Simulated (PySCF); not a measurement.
# SiAs (charge −1): what the fields show

```xyz
2

Si    0.0000    0.0000   -1.5290
As    0.0000    0.0000    0.5710
```

Level of theory: PBE0/def2-TZVPPD, non-relativistic Hamiltonian with scalar-relativistic core potentials where named, at a bond length of 2.100 Å (PySCF 2.14.0).

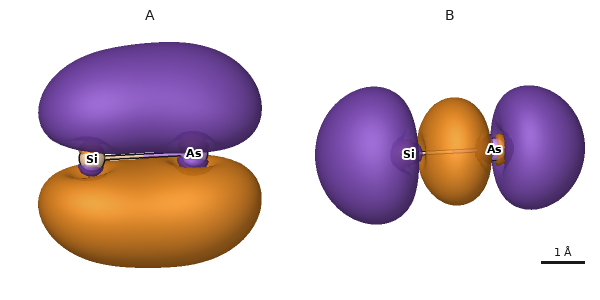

Figure 1. Two frontier orbitals, each drawn at the value that holds 80 % of its norm (orange and purple are the two phases), in no order; of a degenerate pair one member is drawn.

Q: Name the orbitals and rank them from lowest to highest energy.

A: Orbital B: σ, occupied, −1.00 eV; shared between the atoms (Si 55 %, As 45 %).
Orbital A: π, occupied, −0.89 eV; bonding, with no node between the atoms.

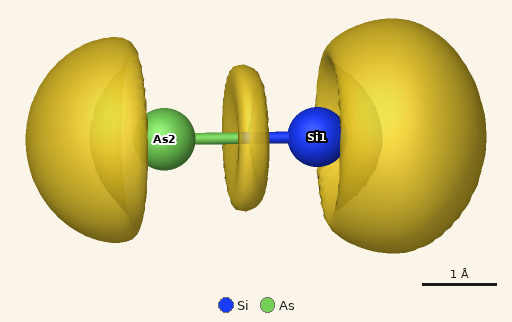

Figure 2. Isosurface of the electron localisation function at 0.75 (yellow), seen from one side. Only the valence region is drawn (cores and ρ < 0.01 e/Å³ removed).

Q: What do the ELF domains correspond to?

A: The surface consists of one region between bonded As–Si atoms (shared pairs), one lobe on As, pointing away from the bonds (lone pairs) and one lobe on Si, pointing away from the bonds (lone pairs). Profiles from the grid: Si–As (2.10 Å): the ELF peaks at about 0.80 between the atoms: localised, covalent bonding.

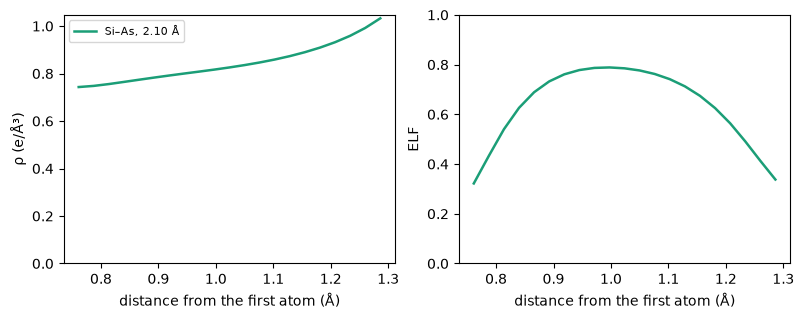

Figure 3. Electron density and ELF along straight lines between neighbouring atoms. The curves leave out the atomic cores.

Q: What kind of bonding do the profiles show?

A: Si–As (2.10 Å): the density is about 0.84 e/Å³ at the midpoint; the ELF peaks at about 0.80 between the atoms; a covalent bond.
